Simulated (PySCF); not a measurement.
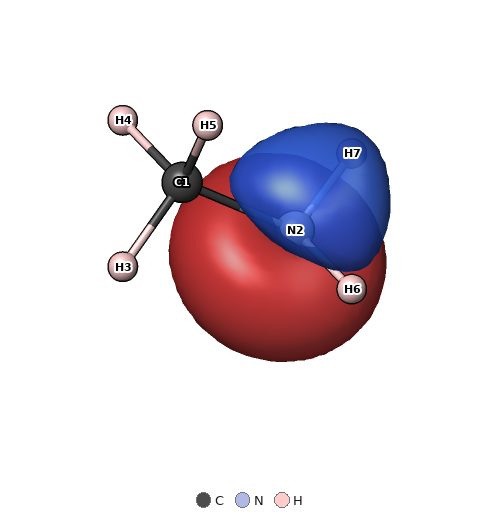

CH$_{5}$N, SMILES `CN`. Pipek–Mezey orbitals, occupied; each surface holds about 85 % of the orbital's density. Energies are diagonal elements of the Fock matrix.

Level of theory: TPSSh/cc-pVDZ (PySCF), at a geometry from GFN2-xTB. No frequency check shows the geometry to be a minimum.

Question: What does this orbital represent?

Answer: Lone pair on N2 (sp3.5-type) (N2 98 %; −7.0 eV).

Run time: 4.9 s on 1 thread of Arm Neoverse V2 (shared host), peak memory 0.29 GiB.
